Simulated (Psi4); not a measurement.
# HI (hydrogen iodide), step by step

We compute a series of 10 runs (PBE-D4/def2-SVP, PBE0-D4/def2-TZVP, PBE-D4/def2-TZVPP, r2SCAN-D4/def2-TZVPP, B3LYP-D4/def2-TZVPP, PBE0-D4/def2-TZVPP, wB97M-V/def2-TZVPP, CCSD(T)/def2-TZVPP, and more) of HI (hydrogen iodide). 

Program for the calculation: Psi4 1.11.

### Step 1. The system as given

HI has 2 atoms, charge 0, and is taken as a singlet. As SMILES, `I`. The shape is that of a GFN2-xTB, rattled optimisation. The run starts from this shape.

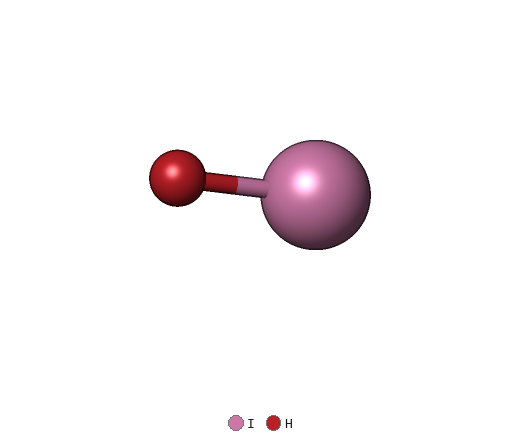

The structure, seen from a chosen angle (iodine pink, hydrogen red).

### Step 2. A structure relaxation at PBE-D4/def2-SVP (density fitting, core potential) (run 1)

calc.py reads:

```python
import psi4

psi4.set_memory(3300000000)
psi4.set_num_threads(2)
psi4.core.set_output_file('run.log', False)

molecule = psi4.geometry("""
0 1
I     -0.681787     0.252365    -0.343482
H      0.683488    -0.180699     0.306902
symmetry c1
""")

psi4.set_options({
    'basis': 'def2-SVP',
    'scf_type': 'df',
    'geom_maxiter': 60,
    'max_force_g_convergence': 0.0005,
})

e_tot = psi4.optimize('PBE-D4', molecule=molecule)
print(f'total energy {e_tot:.8f} hartree = {e_tot * 27.211386:.5f} eV')
print(molecule.to_string(dtype='xyz', units='Angstrom'))
```

Command:

```sh
$ python calc.py
```

run.log:

```text
[...]
    !!!  WARNING: ECP capability is in beta. Please check occupations closely.  !!!
[...]
  Running in c1 symmetry.
[...]
  Nuclear repulsion =    8.409994122706692
[...]
  Multiplicity = 1
[...]
  Nalpha       = 13
  Nbeta        = 13
[...]
    Number of basis functions: 31
[...]
   @DF-RKS iter   1:  -298.14578099282807   -2.68628e+00   1.48869e-02 ADIIS/DIIS
[...]
   @DF-RKS iter   6:  -298.27942049989099    2.27374e-13   4.04759e-09 DIIS
[...]
    Orbital Energies [Eh]
    ---------------------
    Doubly Occupied:
       1A     -6.616522     2A     -4.687833     3A     -4.671708
       4A     -4.671708     5A     -1.824917     6A     -1.819645
       7A     -1.819645     8A     -1.806468     9A     -1.806468
      10A     -0.653170    11A     -0.373111    12A     -0.242781
      13A     -0.242781
[...]
  @DF-RKS Final Energy:  -298.27942049989099
   => Energetics <=
    Nuclear Repulsion Energy =              8.0990598578189026
    One-Electron Energy =                -534.5772028899433508
    Two-Electron Energy =                 250.7466481122042410
    DFT Exchange-Correlation Energy =     -22.5476051840283169
    Empirical Dispersion Energy =          -0.0003203959424896
    VV10 Nonlocal Energy =                  0.0000000000000000
    Total Energy =                       -298.2794204998909890
[...]
 Multipole Moments:
 ------------------------------------------------------------------------------------
     Multipole            Electronic (a.u.)      Nuclear  (a.u.)        Total (a.u.)
 ------------------------------------------------------------------------------------
 L = 1.  Multiply by 2.5417464519 to convert [e a0] to [Debye]
 Dipole X            :          0.0000000           -0.0000000            0.0000000
 Dipole Y            :         -0.0000000            0.0000000           -0.0000000
 Dipole Z            :         -2.2132064            2.4544367            0.2412302
 Magnitude           :                                                    0.2412302
[...]
  -Total Gradient:
     Atom            X                  Y                   Z
    ------   -----------------  -----------------  -----------------
       1        0.000000000001    -0.000000000001    -0.000201930225
       2       -0.000000000001     0.000000000001     0.000192592635
[...]
    Final optimized geometry and variables:
    Molecular point group: c1
    Full point group: C_inf_v
    Geometry (in Angstrom), charge = 0, multiplicity = 1:
    I            0.000000000000    -0.000000000000    -0.012870024574
    H           -0.000000000000     0.000000000000     1.620582561157
[...]
```

Standard output:

```text
Some dependencies such as QCElemental have not yet finished migration to pydantic v2. If issues are encountered please downgrade pydantic or upgrade QCElemental as appropriate
Optimizer: Optimization complete!
total energy -298.27942050 hartree = -8116.59645 eV
2
0 1 HI
I                     0.000000000000     0.000000000000    -0.012870024574
H                     0.000000000000     0.000000000000     1.620582561157
```

Wall time 19 s (2 threads of Intel Xeon at 2.50GHz (Skylake/Cascade Lake), shared host); peak memory 0.28 GiB.

The path in brief:

```csv
step,energy from the first frame kept (eV),largest force (eV/Å)
0,0.0000,1.2781
1,-0.0279,0.5402
2,-0.0364,0.0778
3,-0.0365,0.0104
```

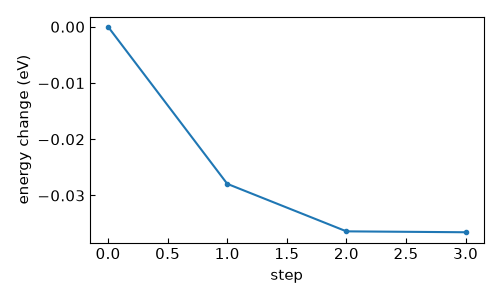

Energy along the run.

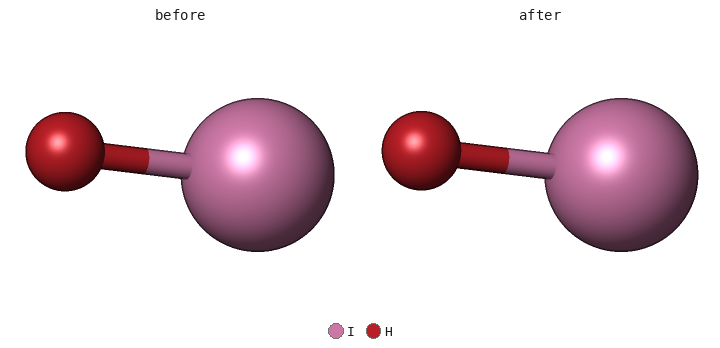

Before and after, at one scale.

After the run. Bond lengths: I1–H2 1.633 Å.

### Step 3. A structure relaxation at PBE0-D4/def2-TZVP (density fitting, core potential) (run 2)

calc.py reads:

```python
import psi4

psi4.set_memory(3300000000)
psi4.set_num_threads(2)
psi4.core.set_output_file('run.log', False)

geom = psi4.geometry("""
I     -0.682200     0.252496    -0.343679
H      0.735490    -0.197194     0.331674
symmetry c1
""")

psi4.set_options({
    'scf_type': 'df',
    'geom_maxiter': 50,
    'max_force_g_convergence': 0.0002,
})

e_tot = psi4.optimize("pbe0-d4/def2-TZVP", molecule=geom)
print('E =', round(e_tot, 9))
print(geom.to_string(dtype='xyz', units='Angstrom'))
```

Command:

```sh
$ python calc.py
```

run.log:

```text
[...]
    !!!  WARNING: ECP capability is in beta. Please check occupations closely.  !!!
[...]
  Running in c1 symmetry.
[...]
  Nuclear repulsion =    8.099059316030294
[...]
  Multiplicity = 1
[...]
  Nalpha       = 13
  Nbeta        = 13
[...]
    Number of basis functions: 56
[...]
   @DF-RKS iter   1:  -298.09969390753167   -2.26268e+00   1.34771e-02 DIIS/ADIIS
[...]
   @DF-RKS iter   6:  -298.31786865236967   -3.41061e-13   4.01304e-09 DIIS
[...]
    Orbital Energies [Eh]
    ---------------------
    Doubly Occupied:
       1A     -6.911457     2A     -4.926157     3A     -4.914758
       4A     -4.914758     5A     -1.953897     6A     -1.949198
       7A     -1.949198     8A     -1.939308     9A     -1.939308
      10A     -0.732321    11A     -0.423323    12A     -0.291630
      13A     -0.291630
[...]
  @DF-RKS Final Energy:  -298.31786865236967
   => Energetics <=
    Nuclear Repulsion Energy =              8.2175466386853842
    One-Electron Energy =                -534.8038164366759020
    Two-Electron Energy =                 245.4718004567638445
    DFT Exchange-Correlation Energy =     -17.2031373156025325
    Empirical Dispersion Energy =          -0.0002619955403441
    VV10 Nonlocal Energy =                  0.0000000000000000
    Total Energy =                       -298.3178686523696115
[...]
 Multipole Moments:
 ------------------------------------------------------------------------------------
     Multipole            Electronic (a.u.)      Nuclear  (a.u.)        Total (a.u.)
 ------------------------------------------------------------------------------------
 L = 1.  Multiply by 2.5417464519 to convert [e a0] to [Debye]
 Dipole X            :          0.0000000           -0.0000000            0.0000000
 Dipole Y            :          0.0000000           -0.0000000            0.0000000
 Dipole Z            :         -2.2184741            2.4190467            0.2005727
 Magnitude           :                                                    0.2005727
[...]
  -Total Gradient:
     Atom            X                  Y                   Z
    ------   -----------------  -----------------  -----------------
       1        0.000000000003     0.000000000010     0.000016229486
       2       -0.000000000003    -0.000000000010    -0.000016962870
[...]
    Final optimized geometry and variables:
    Molecular point group: c1
    Full point group: C_inf_v
    Geometry (in Angstrom), charge = 0, multiplicity = 1:
    I            0.000000000000     0.000000000000    -0.012684454860
    H           -0.000000000000    -0.000000000000     1.597215780384
[...]
```

On the terminal:

```text
Some dependencies such as QCElemental have not yet finished migration to pydantic v2. If issues are encountered please downgrade pydantic or upgrade QCElemental as appropriate
Optimizer: Optimization complete!
E = -298.317868652
2
0 1 HI
I                     0.000000000000     0.000000000000    -0.012684454860
H                     0.000000000000     0.000000000000     1.597215780384
```

Run time: 22 s. Hardware: 2 threads of Intel Xeon at 2.50GHz (Skylake/Cascade Lake), shared host; peak memory 0.39 GiB.

The path in brief:

```
step  energy from the first frame kept (eV)  largest force (eV/Å)
   0                                 0.0000                0.4502
   1                                -0.0032                0.3023
   2                                -0.0054                0.0155
   3                                -0.0054                0.0009
```

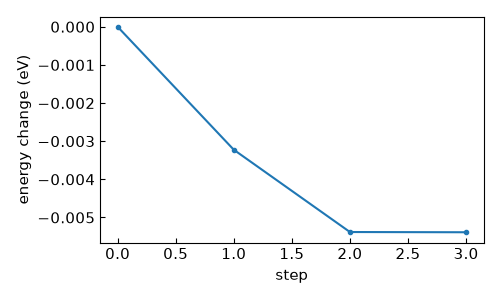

Energy along the run.

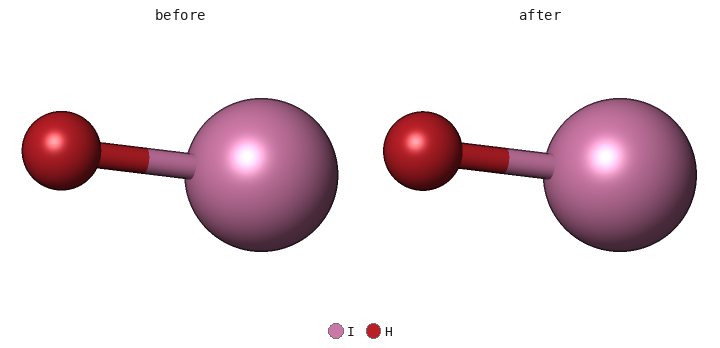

Before and after, at one scale.

After the run. Bond lengths: I1–H2 1.610 Å.

Run 3 isn't shown in full; the table further down has it.

### Step 4. The energy at PBE-D4/def2-TZVPP (density fitting, core potential) (run 4)

job.py reads:

```python
import psi4

psi4.set_memory(3300000000)
psi4.set_num_threads(2)
psi4.set_output_file('psi4.out', False)

molecule = psi4.geometry("""
0 1
I
H 1 1.609901
symmetry c1
""")

psi4.set_options({
    'basis': 'def2-TZVPP',
    'reference': 'rks',
    'scf_type': 'df',
    'dft_radial_points': 99,
    'dft_spherical_points': 590,
})

e = psi4.energy("pbe-d4")
print(f'pbe-d4 energy: {e:.10f} Eh')
```

Command:

```sh
$ python job.py
```

psi4.out:

```text
[...]
    !!!  WARNING: ECP capability is in beta. Please check occupations closely.  !!!
[...]
  Running in c1 symmetry.
[...]
  Nuclear repulsion =    8.217542735081226
[...]
  Multiplicity = 1
[...]
  Nalpha       = 13
  Nbeta        = 13
[...]
    Number of basis functions: 64
[...]
   @DF-RKS iter   1:  -297.99933353914798   -1.98403e+00   1.33225e-02 DIIS/ADIIS
[...]
   @DF-RKS iter   7:  -298.29178376784199   -7.73114e-08   6.71637e-07 DIIS
[...]
    Orbital Energies [Eh]
    ---------------------
    Doubly Occupied:
       1A     -6.620911     2A     -4.689107     3A     -4.677051
       4A     -4.677051     5A     -1.826815     6A     -1.822443
       7A     -1.822443     8A     -1.812556     9A     -1.812556
      10A     -0.658161    11A     -0.375986    12A     -0.248928
      13A     -0.248928
[...]
  @DF-RKS Final Energy:  -298.29178376784199
   => Energetics <=
    Nuclear Repulsion Energy =              8.2175427350812260
    One-Electron Energy =                -534.7324597438022238
    Two-Electron Energy =                 250.7640021549693756
    DFT Exchange-Correlation Energy =     -22.5405486621035749
    Empirical Dispersion Energy =          -0.0003202519868304
    VV10 Nonlocal Energy =                  0.0000000000000000
    Total Energy =                       -298.2917837678419914
[...]
 Multipole Moments:
 ------------------------------------------------------------------------------------
     Multipole            Electronic (a.u.)      Nuclear  (a.u.)        Total (a.u.)
 ------------------------------------------------------------------------------------
 L = 1.  Multiply by 2.5417464519 to convert [e a0] to [Debye]
 Dipole X            :         -0.0000000            0.0000000           -0.0000000
 Dipole Y            :         -0.0000002            0.0000000           -0.0000002
 Dipole Z            :         -2.2398338            2.4190479            0.1792141
 Magnitude           :                                                    0.1792141
[...]
```

On the terminal:

```text
pbe-d4 energy: -298.2917837678 Eh
```

Wall time 12 s (2 threads of Intel Xeon at 2.50GHz (Skylake/Cascade Lake), shared host); peak memory 0.4 GiB.

Runs 5 to 9 aren't shown in full; the table further down has their settings and results.

### Step 5. The energy at MP2/def2-QZVPP (density fitting, core potential, density fitting for correlation) (run 10)

job.py reads:

```python
import psi4

psi4.set_memory('3300 MB')
psi4.set_num_threads(2)
psi4.set_output_file('run.log', False)

geom = psi4.geometry("""
I     -1.28886692     0.47705191    -0.64931368
H      1.35155102    -0.36048605     0.60851638
units bohr
symmetry c1
""")

psi4.set_options({
    'basis': 'def2-QZVPP',
    'scf_type': 'df',
    'num_frozen_docc': 4,
})

result, w = psi4.energy("mp2", return_wfn=True)
print(f'total energy {result:.8f} hartree = {result * 27.211386:.5f} eV')
```

Command:

```sh
$ python job.py
```

run.log:

```text
[...]
    !!!  WARNING: ECP capability is in beta. Please check occupations closely.  !!!
[...]
  Running in c1 symmetry.
[...]
  Nuclear repulsion =    8.217545222282270
[...]
  Multiplicity = 1
[...]
  Nalpha       = 13
  Nbeta        = 13
[...]
    Number of basis functions: 112
[...]
   @DF-RHF iter   1:  -296.94542943385676   -2.72661e+00   7.28452e-03 ADIIS/DIIS
[...]
   @DF-RHF iter  12:  -297.24400781685222   -1.23919e-11   2.86400e-09 DIIS
[...]
    Orbital Energies [Eh]
    ---------------------
    Doubly Occupied:
       1A     -7.748284     2A     -5.602208     3A     -5.593565
       4A     -5.593565     5A     -2.298972     6A     -2.293601
       7A     -2.293601     8A     -2.284042     9A     -2.284042
      10A     -0.915188    11A     -0.531420    12A     -0.387229
      13A     -0.387229
[...]
  @DF-RHF Final Energy:  -297.24400781685222
   => Energetics <=
    Nuclear Repulsion Energy =              8.2175452222822702
    One-Electron Energy =                -534.4972093103657471
    Two-Electron Energy =                 229.0356562712312325
    Total Energy =                       -297.2440078168522177
[...]
 Multipole Moments:
 ------------------------------------------------------------------------------------
     Multipole            Electronic (a.u.)      Nuclear  (a.u.)        Total (a.u.)
 ------------------------------------------------------------------------------------
 L = 1.  Multiply by 2.5417464519 to convert [e a0] to [Debye]
 Dipole X            :         -0.0000000           -0.0000000           -0.0000000
 Dipole Y            :         -0.0000000            0.0000000           -0.0000000
 Dipole Z            :         -2.2038544            2.4190472            0.2151927
 Magnitude           :                                                    0.2151927
[...]
```

Standard output:

```text
total energy -297.92174304 hartree = -8106.86355 eV
```

Run time: 8.4 s. Hardware: 2 threads of Intel Xeon at 2.50GHz (Skylake/Cascade Lake), shared host; peak memory 0.28 GiB.

### Step 6. All runs side by side

| run | level | geom maxiter | max force g convergence | energy (Eh) | dipole moment (D) | HOMO energy (eV) | LUMO energy (eV) | wall time |
| --- | --- | --- | --- | --- | --- | --- | --- | --- |
| 1 | PBE-D4/def2-SVP (density fitting, core potential) | 60 | 0.0005 | -298.279420 | 0.61 | -6.61 | -1.70 | 19 s |
| 2 | PBE0-D4/def2-TZVP (density fitting, core potential) | 50 | 0.0002 | -298.317869 | 0.51 | -7.94 | -0.79 | 22 s |
| 3 | PBE0-D4/def2-TZVP (density fitting, core potential) | – | – | -298.317869 | 0.51 | – | – | 37 s |
| 4 | PBE-D4/def2-TZVPP (density fitting, core potential) | – | – | -298.291784 | 0.46 | -6.77 | -1.68 | 12 s |
| 5 | r2SCAN-D4/def2-TZVPP (density fitting, core potential) | – | – | -298.420675 | 0.51 | -7.07 | -1.36 | 19 s |
| 6 | B3LYP-D4/def2-TZVPP (density fitting, core potential) | – | – | -298.406331 | 0.45 | -7.69 | -1.08 | 11 s |
| 7 | PBE0-D4/def2-TZVPP (density fitting, core potential) | – | – | -298.318491 | 0.50 | -7.94 | -0.78 | 11 s |
| 8 | wB97M-V/def2-TZVPP (density fitting, core potential) | – | – | -298.283178 | 0.47 | -10.17 | 1.09 | 21 s |
| 9 | CCSD(T)/def2-TZVPP (density fitting, core potential, density fitting for correlation) | – | – | -297.737452 | – | -10.52 | 2.38 | 14 s |
| 10 | MP2/def2-QZVPP (density fitting, core potential, density fitting for correlation) | – | – | -297.921743 | – | -10.54 | 2.08 | 8.4 s |

### Step 7. Results

| quantity | value |
| --- | --- |
| run 10, MP2/def2-QZVPP: total energy | -297.92174 Eh |
| run 10, MP2/def2-QZVPP: HOMO energy (Hartree–Fock orbitals) | -10.54 eV |
| run 10, MP2/def2-QZVPP: LUMO energy (Hartree–Fock orbitals) | 2.08 eV |
| run 10, MP2/def2-QZVPP: HOMO–LUMO gap (Hartree–Fock orbitals) | 12.61 eV |
| run 10, MP2/def2-QZVPP: correlation energy (4 core orbitals frozen) | -677.7 mEh |

Over runs 3, 4, 5, 6, 7, 8 the dipole moment (its size) runs from 0.45 D (B3LYP-D4/def2-TZVPP) to 0.51 D (PBE0-D4/def2-TZVP). The two ends differ in method and basis. Over runs 4, 5, 6, 7, 8 the HOMO–LUMO gap runs from 5.09 eV (PBE-D4/def2-TZVPP) to 11.26 eV (wB97M-V/def2-TZVPP). Totals of different functionals can't be ranked against each other. All runs together took 2.9 min, the longest 37 s.
